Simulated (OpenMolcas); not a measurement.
# One shape, several levels: CH3AlF2 (SMILES [CH3][Al]([F])[F])

We compute a comparison of 6 runs (HF/STO-3G, HF/3-21G, B3LYP/def2-SVPD, M06-L/def2-SVPD, PBE0/def2-SVPD, r2SCAN/def2-SVPD) of CH3AlF2. 

The results are computed with OpenMolcas 26.06.

1 further run of the same task is left out (set aside as unsound or not needed).

### 1 The structure to begin with

The species is CH3AlF2 (7 atoms), meant as a singlet with charge 0. As SMILES, `[CH3][Al]([F])[F]`. The coordinates come from a PBE0-D4/def2-TZVP relaxation.

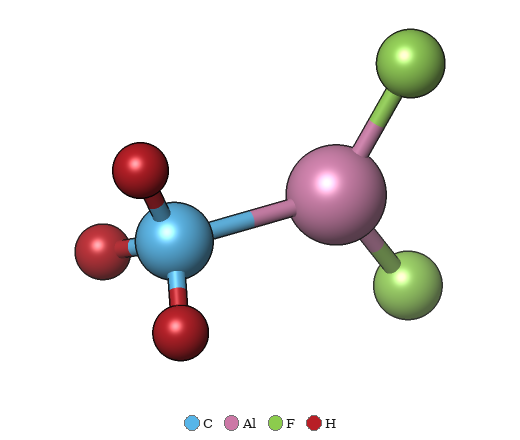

The structure, seen from a chosen angle (carbon blue, aluminium pink, fluorine green, hydrogen red).

### 2 Energy and forces at HF/STO-3G (run 1)

calc.inp

```
>>> EXPORT MOLCAS_PRINT=2

&GATEWAY
 BasLib
 $CurrDir
 Coord
 7
 angstrom
 C       -0.253600       0.825900      -0.238700
 Al       0.293100      -0.956200       0.245500
 F        1.513200      -1.219500       1.315500
 F       -0.423400      -2.297600      -0.378600
 H       -1.075800       0.816000      -0.956100
 H       -0.573400       1.384500       0.645100
 H        0.581100       1.378900      -0.678200
 Basis
 STO-3G
 Group
 NoSym

&SEWARD

&SCF
 Thresholds
 1e-10 1e-07 1e-07 1e-05
 PrOrbitals
 1

&ALASKA
```

The basis set STO-3G is read from a file made from the Basis Set Exchange's data (not shown).

Run with:

```console
$ export MOLCAS_MEM=1860
$ pymolcas calc.inp > calc.log
```

The program printed:

```text
--- Start Module: gateway ---
[...]
--- Stop Module: gateway /rc=_RC_ALL_IS_WELL_ ---
[...]
      Basis functions           27
[...]
--- Start Module: scf ---
[...]
       Convergence after  11 Iterations
[...]
::    Total SCF energy                               -474.3462633221
[...]
      Total spin, S                                     0.0000000000
[...]
      Total electronic charge=   40.000000
      Total            charge=   -0.000000
[...]
      Dipole Moment (debye):
      Origin of the operator (angstrom)=    0.3062   -0.9887    0.2570
                   X= -2.5334E-01               Y=  7.7206E-01               Z= -2.2433E-01           Total=  8.4296E-01
      Quadrupole Moment (debye*angstrom):
[...]
--- Stop Module: scf /rc=_RC_ALL_IS_WELL_ ---
--- Start Module: alaska ---
[...]
 *              Molecular gradients               *
 **************************************************
  Irreducible representation: a
 ------------------------------------------------------------------------------------------
                              X                       Y                       Z
 ------------------------------------------------------------------------------------------
  C1               -7.27219656733258E-03    1.43920036689753E-02   -6.26347787919634E-03
  AL2              -3.24548561839122E-03    9.52693946185956E-03   -2.88265032839496E-03
  F3                2.26620521256464E-02   -3.62192045633369E-03    1.98719630242401E-02
  F4               -1.38030765714898E-02   -2.41639064808901E-02   -1.20261698719775E-02
  H5               -6.39148351067043E-03   -2.91565718650522E-03   -5.57669707408159E-03
  H6               -8.64071760038110E-04    3.39188128659051E-03    9.02259660210314E-03
  H7                8.91426190226552E-03    3.39065970626962E-03   -2.14556447265135E-03
 ------------------------------------------------------------------------------------------
--- Stop Module: alaska /rc=_RC_ALL_IS_WELL_ ---
[...]
```

It took 2.7 s on 1 thread of AMD EPYC 7R43 (Zen 3), shared host; peak memory 0.37 GiB.

### 3 Energy and forces at HF/3-21G (run 2)

test.inp

```
&GATEWAY
BASLIB
$CurrDir
COORD
7
bohr
C     -0.47923455     1.56072481    -0.45107763
Al     0.55387873    -1.80695612     0.46392776
F      2.85953357    -2.30452101     2.48593472
F     -0.80011004    -4.34183474    -0.71545031
H     -2.03296736     1.54201652    -1.80676715
H     -1.08356896     2.61632582     1.21906232
H      1.09811985     2.60574335    -1.28161226
BASIS
3-21G
GROUP
NoSym
&SEWARD
&SCF
THRESHOLDS
1e-10 1e-07 1e-07 1e-05
PRORBITALS
1 2
&ALASKA
```

The basis set 3-21G is read from a file made from the Basis Set Exchange's data (not shown).

Run with:

```console
$ export MOLCAS_MEM=1860
$ pymolcas test.inp > test.log
```

The program printed:

```text
--- Start Module: gateway ---
[...]
--- Stop Module: gateway /rc=_RC_ALL_IS_WELL_ ---
[...]
      Basis functions           46
[...]
--- Start Module: scf ---
[...]
       Convergence after  12 Iterations
[...]
::    Total SCF energy                               -477.9682573363
[...]
      Total spin, S                                     0.0000000000
[...]
      Total electronic charge=   40.000000
      Total            charge=   -0.000000
[...]
      Dipole Moment (debye):
      Origin of the operator (angstrom)=    0.3062   -0.9887    0.2570
                   X= -6.8837E-01               Y=  2.2483E+00               Z= -6.1009E-01           Total=  2.4291E+00
      Quadrupole Moment (debye*angstrom):
[...]
--- Stop Module: scf /rc=_RC_ALL_IS_WELL_ ---
[...]
--- Start Module: alaska ---
[...]
 *              Molecular gradients               *
 **************************************************
  Irreducible representation: a
 ------------------------------------------------------------------------------------------
                              X                       Y                       Z
 ------------------------------------------------------------------------------------------
  C1                1.68327032106030E-03   -9.13599482357430E-03    1.59844961711375E-03
  AL2              -1.43981824480166E-04    9.60763977321477E-04   -1.43003777878237E-04
  F3               -7.92177163972951E-05    4.47730374271504E-03   -7.91996295745889E-05
  F4               -2.25350979109873E-03    3.45549934015210E-03   -1.98167223552570E-03
  H5               -3.17687155433832E-03   -1.63545865552056E-03   -2.76941530686603E-03
  H6               -2.43929416429145E-04    9.33746615461750E-04    4.22572275350763E-03
  H7                4.21423998166226E-03    9.44139803422672E-04   -8.50881420789706E-04
 ------------------------------------------------------------------------------------------
--- Stop Module: alaska /rc=_RC_ALL_IS_WELL_ ---
[...]
```

It took 3.3 s on 1 thread of AMD EPYC 7R43 (Zen 3), shared host; peak memory 0.38 GiB.

Runs 3 to 5 aren't shown in full; the table further down has their settings and results.

### 4 Energy and gradient at r2SCAN/def2-SVPD (run 6)

mol.inp

```
&gateway
  baslib = $CurrDir
  basisset
  C.def2-SVPD....
  C1 -0.253600 0.825900 -0.238700 angstrom
  End of Basis
  basisset
  Al.def2-SVPD....
  Al2 0.293100 -0.956200 0.245500 angstrom
  End of Basis
  basisset
  F.def2-SVPD....
  F3 1.513200 -1.219500 1.315500 angstrom
  F4 -0.423400 -2.297600 -0.378600 angstrom
  End of Basis
  basisset
  H.def2-SVPD....
  H5 -1.075800 0.816000 -0.956100 angstrom
  H6 -0.573400 1.384500 0.645100 angstrom
  H7 0.581100 1.378900 -0.678200 angstrom
  End of Basis

&seward
  gridinput
  Grid=UltraFine
  End of Grid

&scf
  ksdft = 2
  1.0 MGGA_X_R2SCAN
  1.0 MGGA_C_R2SCAN
  thresholds = 1e-10 1e-07 1e-07 1e-05
  prorbitals = 0

&alaska
```

The basis set def2-SVPD is read from a file made from the Basis Set Exchange's data (not shown).

Run with:

```console
$ export MOLCAS_MEM=1860
$ pymolcas mol.inp > mol.log
```

The program printed:

```text
--- Start Module: gateway ---
[...]
--- Stop Module: gateway /rc=_RC_ALL_IS_WELL_ ---
[...]
      Basis functions          114
[...]
--- Start Module: scf ---
[...]
       Convergence after  13 Iterations
[...]
::    Total KS-DFT energy                            -481.8093068972
[...]
      Total spin, S                                     0.0000000000
[...]
      Total electronic charge=   40.000000
      Total            charge=   -0.000000
[...]
      Dipole Moment (debye):
      Origin of the operator (angstrom)=    0.3062   -0.9887    0.2570
                   X= -6.5878E-01               Y=  2.1263E+00               Z= -5.8368E-01           Total=  2.3012E+00
      Quadrupole Moment (debye*angstrom):
[...]
--- Stop Module: scf /rc=_RC_ALL_IS_WELL_ ---
[...]
--- Start Module: alaska ---
[...]
 *              Molecular gradients               *
 **************************************************
  Irreducible representation: a
 ------------------------------------------------------------------------------------------
                              X                       Y                       Z
 ------------------------------------------------------------------------------------------
  C1               -1.61213497325741E-03    6.43659047162837E-03   -1.35049758259487E-03
  AL2               4.95900881882672E-03   -1.58691524869909E-02    4.38075496743351E-03
  F3               -1.25426732424287E-02    2.76178459058807E-03   -1.09967560211643E-02
  F4                7.34280730317050E-03    1.39809835920257E-02    6.39782066679739E-03
  H5                4.10265054451830E-03   -5.76420906557740E-04    3.58455983513961E-03
  H6                1.51274030856152E-03   -3.39780887737318E-03   -4.05172670407161E-03
  H7               -3.76239875928785E-03   -3.33597638339844E-03    2.03584483855357E-03
 ------------------------------------------------------------------------------------------
--- Stop Module: alaska /rc=_RC_ALL_IS_WELL_ ---
[...]
```

Run time: 64 s. Hardware: 1 thread of AMD EPYC 7R43 (Zen 3), shared host; peak memory 0.68 GiB.

### 5 The series

| run | level | integration grid | energy (Eh) | dipole moment (D) | HOMO energy (eV) | LUMO energy (eV) | wall time |
| --- | --- | --- | --- | --- | --- | --- | --- |
| 1 | HF/STO-3G | – | -474.346263 | 0.84 | -9.12 | 9.70 | 2.7 s |
| 2 | HF/3-21G | – | -477.968257 | 2.43 | -12.52 | 2.59 | 3.3 s |
| 3 | B3LYP/def2-SVPD | UltraFine | -481.970463 | 2.35 | -9.18 | -1.11 | 55 s |
| 4 | M06-L/def2-SVPD | UltraFine | -481.906349 | 2.30 | -8.17 | -0.82 | 65 s |
| 5 | PBE0/def2-SVPD | UltraFine | -481.589781 | 2.38 | -9.42 | -0.81 | 62 s |
| 6 | r2SCAN/def2-SVPD | UltraFine | -481.809307 | 2.30 | -8.28 | -1.00 | 64 s |

### 6 Summary of results

```
                       quantity          value
            run 6: total energy  -481.80931 Eh
           run 6: dipole moment         2.30 D
             run 6: HOMO energy       -8.28 eV
             run 6: LUMO energy       -1.00 eV
           run 6: HOMO–LUMO gap        7.29 eV
run 6: largest force on an atom     0.884 eV/Å
```

What this shows: The dipole moment (its size) runs from 0.84 D (HF/STO-3G) to 2.43 D (HF/3-21G). The HOMO–LUMO gap runs from 7.29 eV (r2SCAN/def2-SVPD) to 18.82 eV (HF/STO-3G). The two ends differ in method and basis. Totals of different functionals can't be ranked against each other. In run 1 the basis is minimal, so the values are rough. All runs together took 4.2 min, the longest 65 s.
